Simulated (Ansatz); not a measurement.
**CuI (zinc blende), scan of one atom of the cell**

CuI (zinc blende)

```
CuI
1.0
    0.00000     2.96965     2.96965
    2.96965     0.00000     2.96965
    2.96965     2.96965     0.00000
I Cu
1 1
Direct
  0.75000   0.75000   0.75000
  0.00000   0.00000   0.00000
```

In each cell atom 2 (Cu, nearest neighbour I at 2.572 Å; its periodic images, 4.2 Å or more away, move with it) moves by s·(0.707, 0.707, 0.000) (along Cartesian [110]), the rest being held.

The numbers are results of PBEsol (plane waves to 420 eV, PAW, scalar-relativistic; Ansatz, a program for electronic structure), not measurements. k mesh 8×8×8 (Γ-centred), Fermi-Dirac smearing 0.05 eV. Energies are smeared free energies. Compression counts positive. CuI is run without spin polarisation. CuI was relaxed with its symmetry unable to fall. Spin-orbit coupling is left out, though I is heavy. The zero of ΔE is the undisplaced structure.

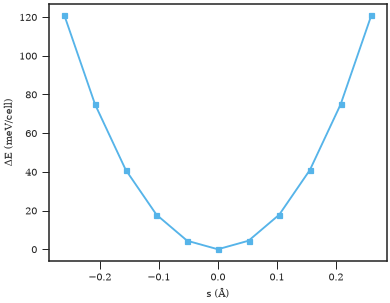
Figure: ΔE (meV/cell) against s (Å); computed points joined by lines.

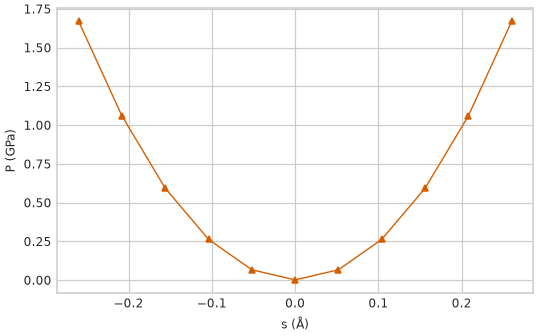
*P (GPa) against s (Å); computed points joined by lines.*

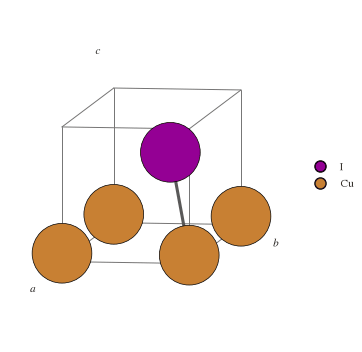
*The cell of the calculation at s = 0.260 Å.*

The energy at s = 0.260 Å is 120.9 meV/cell and the force along the line at s = -0.260 Å is 1.01 eV/Å. Shape of the curve: a single well with its minimum at or next to zero displacement. Symmetry of the curve: even: the same for both signs. Harmonic estimate at the end of the scan: ½ks² = 110.0 meV/cell against the computed 120.9 meV/cell, so the well is stiffer than harmonic there.

With its periodic images moving along, the atom's site symmetry in this cell is -43m.

(For displaced atoms, the force is minus the slope of the energy, and its curvature is a force constant, which sets phonon frequencies.)
